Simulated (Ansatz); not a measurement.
System: BrH$_{6}$HfN$_{3}$.

```yaml
atoms:
  - { symbol: Br, position_ang: [-0.2219, -0.0653, -3.0376] }
  - { symbol: Hf, position_ang: [-0.0359, -0.0106, -0.4908] }
  - { symbol: N, position_ang: [-1.5171, 1.0790, 0.3567] }
  - { symbol: N, position_ang: [1.7129, 0.8018, 0.1263] }
  - { symbol: N, position_ang: [-0.1372, -1.8635, 0.3191] }
  - { symbol: H, position_ang: [-1.7974, 2.0060, 0.0397] }
  - { symbol: H, position_ang: [-2.1456, 0.7928, 1.1029] }
  - { symbol: H, position_ang: [2.6248, 0.5502, -0.2527] }
  - { symbol: H, position_ang: [1.8421, 1.5571, 0.7946] }
  - { symbol: H, position_ang: [-0.8383, -2.5590, 0.0676] }
  - { symbol: H, position_ang: [0.5136, -2.2885, 0.9744] }
```

Geometry: PBE0-D4/def2-SVP; core potentials replace the inner electrons of Hf.

All numbers below come from isolated molecule in a Gaussian basis; Kohn-Sham density functional theory, functional PBE0 in Ansatz 0.2.0.

Question: What will maps of the electron density and electron localisation function show?

Answer: Hf–N (2.02 Å): ρ is about 0.81 e/Å³ halfway; the ELF peaks at about 0.90 in the valence shell of N, 0.6 Å from its nucleus, and is about 0.25 at the midpoint.
N–H (1.02 Å): the density is about 2.7 e/Å³ at the midpoint; the ELF climbs to about 1 towards the hydrogen, as it does in any bond to H: an ordinary covalent bond to hydrogen.

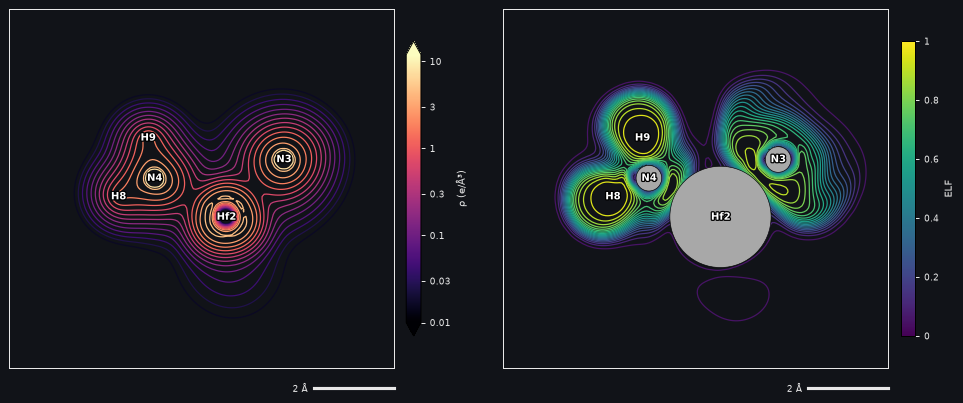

Computed electron density and electron localisation function on the plane of atoms N3, Hf2 and N4, in this order. Grey discs cover the atomic cores in the ELF map. 
